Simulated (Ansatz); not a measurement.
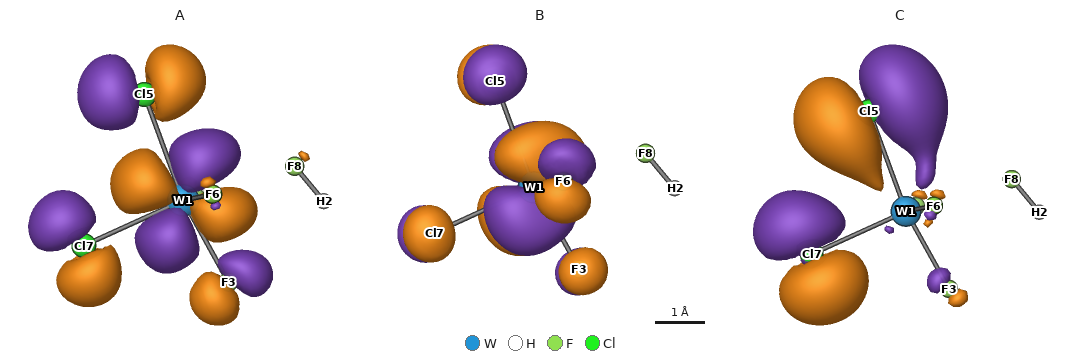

Cl₂F₃W···HF (doublet). Three frontier orbitals at ±0.1 Å⁻³ᐟ² (orange and purple are the two phases), in no order.

Core potentials replace the inner electrons of W.

All numbers below come from UKS PBE/def2-SVP in Ansatz 0.2.0.

Input

```
crystal:
  periodic: [false, false, false]
  atoms:
    - { symbol: W, position_ang: [0.0, 0.0, 0.0] }
    - { symbol: H, position_ang: [0.0, 0.0, 1.97] }
    - { symbol: F, position_ang: [1.85, 0.0, 0.0] }
    - { symbol: F, position_ang: [0.0, 1.85, 0.0] }
    - { symbol: Cl, position_ang: [-2.39, 0.0, 0.0] }
    - { symbol: F, position_ang: [0.0, -1.85, 0.0] }
    - { symbol: Cl, position_ang: [0.0, 0.0, -2.39] }
    - { symbol: F, position_ang: [0.0, 0.0, 3.19] }
magnetization:
  spin_polarized: true
  initial_magnetization: 1
basis:
  gaussian: { orbitals: def2-SVP }
hamiltonian:
  xc: pbe
relax:
  f_tol: 0.15
  max_steps: 25
  restrain:
    - { distance: [1, 7], at: 0.92, k: 30.0 }
    - { distance: [0, 1], at: 2.92, k: 30.0 }
output:
  orbitals: {}
```

Run with:

```sh
ansatz run input.yaml --threads 4 --pin off --max-ram 5120MiB --backend cpu --events-out ev --progress --plain --runs-dir out
```

The fields are those of the run's last geometry, not of the input's.

Which picture is the HOMO−1, the HOMO and the LUMO? All are α orbitals.

Answer. C is the HOMO−1 (α) (−7.85 eV). It lies mainly on Cl5 (about 60 %) and Cl7 (about 35 %). A is the HOMO (α) (−5.13 eV). It lies mainly on W1 (about 60 %), Cl5 (about 15 %), Cl7 (about 10 %) and F3 (about 10 %). B is the LUMO (α) (−4.49 eV). By Hirshfeld shares it lies mainly on W1 (about 65 %), F4 (about 10 %), F6 (about 10 %) and Cl5 (about 5 %).

What is the gap between the highest occupied and lowest empty α orbitals?

Answer. 0.64 eV between the orbital energies.
